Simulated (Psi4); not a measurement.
**AlI (iodoaluminum) at OMP2/def2-TZVPPD (core potential, density fitting for correlation)**

Aim: the vertical ionisation energy of AlI (iodoaluminum) at OMP2/def2-TZVPPD (core potential, density fitting for correlation), from 2 runs. 

Program for the calculation: Psi4 1.11.

1 further run of the same task is left out (it didn't finish).

**1. The molecule**

AlI: 2 atoms, total charge 0, spin state singlet. SMILES: `[Al][I]`. Geometry: the measured bond length.

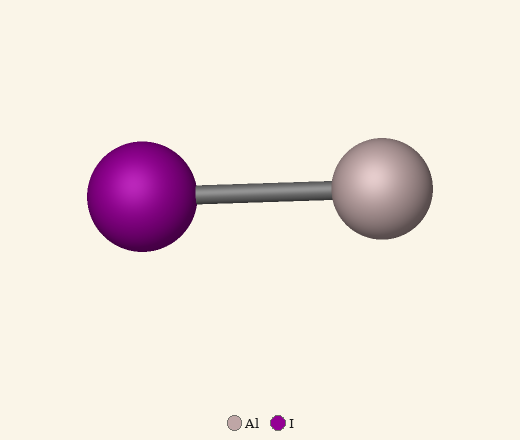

The structure, seen from a chosen angle (aluminium light grey, iodine purple).

**2. The energy at OMP2/def2-TZVPPD (core potential, density fitting for correlation)**

The input, calc.py:

```python
import psi4

psi4.set_memory('1600 MB')
psi4.set_num_threads(1)
psi4.core.set_output_file('psi4.out', False)

geom = psi4.geometry("""
0 1
Al     0.000000     0.000000     0.000000
I      0.000000     0.000000     2.537102
symmetry c1
""")

options = {'basis': 'def2-TZVPPD', 'puream': True, 'e_convergence': 1e-09, 'd_convergence': 1e-08, 'scf_type': 'pk', 'num_frozen_docc': 9}
psi4.set_options(options)

e = psi4.energy('omp2', molecule=geom)
print(f'total energy {e:.8f} hartree = {e * 27.211386:.5f} eV')
for k, v in sorted(psi4.core.scalar_variables().items()):
    print(f'{k:45s} {v:18.10f}')
```

On the command line:

```bash
$ python calc.py
```

psi4.out:

```text
[...]
    !!!  WARNING: ECP capability is in beta. Please check occupations closely.  !!!
[...]
  Running in c1 symmetry.
[...]
  Nuclear repulsion =   67.787023725396139
[...]
  Multiplicity = 1
[...]
  Nalpha       = 19
  Nbeta        = 19
[...]
    Number of basis functions: 107
[...]
   @RHF iter   1:  -538.19485867126389   -2.48742e+00   8.22932e-03 DIIS/ADIIS
[...]
   @RHF iter  13:  -538.63840081457738   -2.27374e-12   3.70046e-09 DIIS
[...]
    Orbital Energies [Eh]
    ---------------------
    Doubly Occupied:
       1A    -58.526214     2A     -7.716394     3A     -5.565789
       4A     -5.563925     5A     -5.563925     6A     -4.936670
       7A     -3.244884     8A     -3.244691     9A     -3.244691
      10A     -2.260709    11A     -2.259324    12A     -2.259324
      13A     -2.257212    14A     -2.257212    15A     -0.877221
      16A     -0.481560    17A     -0.373086    18A     -0.373086
      19A     -0.317450
[...]
  @RHF Final Energy:  -538.63840081457738
   => Energetics <=
    Nuclear Repulsion Energy =             67.7870237253961392
    One-Electron Energy =                -990.2041096437101260
    Two-Electron Energy =                 383.7786851037366205
    Total Energy =                       -538.6384008145773805
[...]
 Multipole Moments:
 ------------------------------------------------------------------------------------
     Multipole            Electronic (a.u.)      Nuclear  (a.u.)        Total (a.u.)
 ------------------------------------------------------------------------------------
 L = 1.  Multiply by 2.5417464519 to convert [e a0] to [Debye]
 Dipole X            :          0.0000004            0.0000000            0.0000004
 Dipole Y            :         -0.0000004            0.0000000           -0.0000004
 Dipole Z            :         29.6473768          -30.3836614           -0.7362845
 Magnitude           :                                                    0.7362845
[...]
	Warning: cc_lambda option is changed to TRUE
	For this residual convergence, default PCG convergence is:     1.00e-07
[...]
	DF-MP2 Total Energy (a.u.)         :  -539.18727230226511
[...]
	DF-MP2 Total Energy (a.u.)         :  -539.19617197262971
[...]
	DF-OMP2 Total Energy (a.u.)        :  -539.19617197263869
[...]
```

On the terminal:

```text
total energy -539.19617197 hartree = -14672.27517 eV
CURRENT CORRELATION ENERGY                         -0.5577711581
CURRENT ENERGY                                   -539.1961719726
CURRENT REFERENCE ENERGY                         -538.6384008146
DD SOLVATION ENERGY                                 0.0000000000
HF KINETIC ENERGY                                 355.6159141728
HF POTENTIAL ENERGY                              -894.2543149874
HF TOTAL ENERGY                                  -538.6384008146
HF VIRIAL RATIO                                     2.5146633751
MP2 CORRELATION ENERGY                             -0.5488714877
MP2 DOUBLES ENERGY                                 -0.5488714877
MP2 SINGLES ENERGY                                  0.0000000000
MP2 TOTAL ENERGY                                 -539.1872723023
NUCLEAR REPULSION ENERGY                           67.7870237254
OMP2 CORRELATION ENERGY                            -0.5577711581
OMP2 REFERENCE CORRECTION ENERGY                    0.0030723546
OMP2 TOTAL ENERGY                                -539.1961719726
ONE-ELECTRON ENERGY                              -990.2041096437
PCM POLARIZATION ENERGY                             0.0000000000
PE ENERGY                                           0.0000000000
SCF ITERATION ENERGY                             -538.6384008146
SCF ITERATIONS                                     13.0000000000
SCF TOTAL ENERGY                                 -538.6384008146
SCS(N)-MP2 CORRELATION ENERGY                     538.6384008146
SCS(N)-MP2 TOTAL ENERGY                             0.0000000000
SCS(N)-OMP2 CORRELATION ENERGY                    538.6384008146
SCS(N)-OMP2 TOTAL ENERGY                            0.0000000000
SCS-MP2 CORRELATION ENERGY                        538.6384008146
SCS-MP2 TOTAL ENERGY                                0.0000000000
SCS-OMP2 CORRELATION ENERGY                       538.6384008146
SCS-OMP2 TOTAL ENERGY                               0.0000000000
SOS-MP2 CORRELATION ENERGY                        538.6384008146
SOS-MP2 TOTAL ENERGY                                0.0000000000
SOS-OMP2 CORRELATION ENERGY                       538.6384008146
SOS-OMP2 TOTAL ENERGY                               0.0000000000
TWO-ELECTRON ENERGY                               383.7786851037
```

It took 2.3 min on 1 thread of AMD EPYC (Zen 3), shared host; peak memory 0.45 GiB.

**3. The doublet cation**

The input, input.dat:

```
memory 1.6 GB

molecule {
  1 2
  Al
  I 1 2.537102
  units angstrom
  symmetry c1
}

set {
  reference uhf
  puream true
  e_convergence 1e-09
  d_convergence 1e-08
  scf_type pk
  num_frozen_docc 9
  maxiter 100
}

energy('omp2/def2-TZVPPD')
```

On the command line:

```bash
$ psi4 input.dat output.dat -n 1
```

output.dat:

```text
[...]
    !!!  WARNING: ECP capability is in beta. Please check occupations closely.  !!!
[...]
  Running in c1 symmetry.
[...]
  Nuclear repulsion =   67.787023725396139
[...]
  Multiplicity = 2
[...]
  Nalpha       = 19
  Nbeta        = 18
[...]
    Number of basis functions: 107
[...]
   @UHF iter   1:  -537.93512394974402   -2.22769e+00   7.73352e-03 DIIS/ADIIS
[...]
   @UHF iter  19:  -538.34768516249164   -8.64020e-12   4.43945e-09 DIIS
[...]
   @S^2 Observed:                7.825998817E-01
[...]
    Orbital Energies [Eh]
    ---------------------
    Alpha Occupied:
       1A    -58.818032     2A     -7.944323     3A     -5.800470
       4A     -5.788017     5A     -5.788017     6A     -5.225780
       7A     -3.535238     8A     -3.533027     9A     -3.533027
      10A     -2.493738    11A     -2.489425    12A     -2.489425
      13A     -2.478568    14A     -2.478568    15A     -1.103860
      16A     -0.728181    17A     -0.595886    18A     -0.580740
      19A     -0.580740
    Alpha Virtual:
      20A     -0.193057    21A     -0.193057    22A     -0.112388
      23A     -0.086246    24A     -0.051774    25A     -0.051774
[...]
  @UHF Final Energy:  -538.34768516249164
   => Energetics <=
    Nuclear Repulsion Energy =             67.7870237253961392
    One-Electron Energy =                -981.0694437518016002
    Two-Electron Energy =                 374.9347348639138318
    Total Energy =                       -538.3476851624916435
  UHF NO Occupations:
  HONO-2 :   17  A 1.9994360
  HONO-1 :   18  A 1.9844196
[...]
 Multipole Moments:
 ------------------------------------------------------------------------------------
     Multipole            Electronic (a.u.)      Nuclear  (a.u.)        Total (a.u.)
 ------------------------------------------------------------------------------------
 L = 1.  Multiply by 2.5417464519 to convert [e a0] to [Debye]
 Dipole X            :          0.0000000            0.0000000            0.0000000
 Dipole Y            :         -0.0000000            0.0000000           -0.0000000
 Dipole Z            :         27.0617539          -30.3836614           -3.3219075
 Magnitude           :                                                    3.3219075
[...]
	Warning: cc_lambda option is changed to TRUE
	For this residual convergence, default PCG convergence is:     1.00e-07
[...]
	DF-SCS-MP2 Total Energy (a.u.)     :  -538.80898645575633
	DF-SOS-MP2 Total Energy (a.u.)     :  -538.77961726159356
[...]
	DF-SCS-OMP2 Total Energy (a.u.)    :  -538.81586978495261
	DF-SOS-OMP2 Total Energy (a.u.)    :  -538.75078151507989
	DF-SCS(N)-OMP2 Total Energy (a.u.) :  -538.68630410461481
[...]
	DF-OMP2 Total Energy (a.u.)        :  -538.87802241198096
[...]
```

It took 4.8 min on 1 thread of AMD EPYC (Zen 3), shared host; peak memory 0.45 GiB.

**4. Results**

At OMP2/def2-TZVPPD (core potential, density fitting for correlation), 9 core orbitals frozen:

```
                                                                  quantity          value
                                                 singlet AlI: total energy  -539.19617 Eh
                          singlet AlI: HOMO energy (Hartree–Fock orbitals)       -8.64 eV
                          singlet AlI: LUMO energy (Hartree–Fock orbitals)        0.58 eV
                        singlet AlI: HOMO–LUMO gap (Hartree–Fock orbitals)        9.22 eV
                  singlet AlI: correlation energy (9 core orbitals frozen)     -557.8 mEh
                                              doublet cation: total energy  -538.87802 Eh
doublet cation: HOMO energy (Hartree–Fock orbitals) (highest over α and β)      -15.64 eV
 doublet cation: LUMO energy (Hartree–Fock orbitals) (lowest over α and β)       -7.25 eV
               doublet cation: correlation energy (9 core orbitals frozen)     -530.3 mEh
                         doublet cation: ⟨S²⟩ of the reference determinant          0.783
                        vertical ionisation energy (to the doublet cation)       8.657 eV
```

Removing an electron at fixed nuclei costs 8.66 eV (200 kcal/mol).
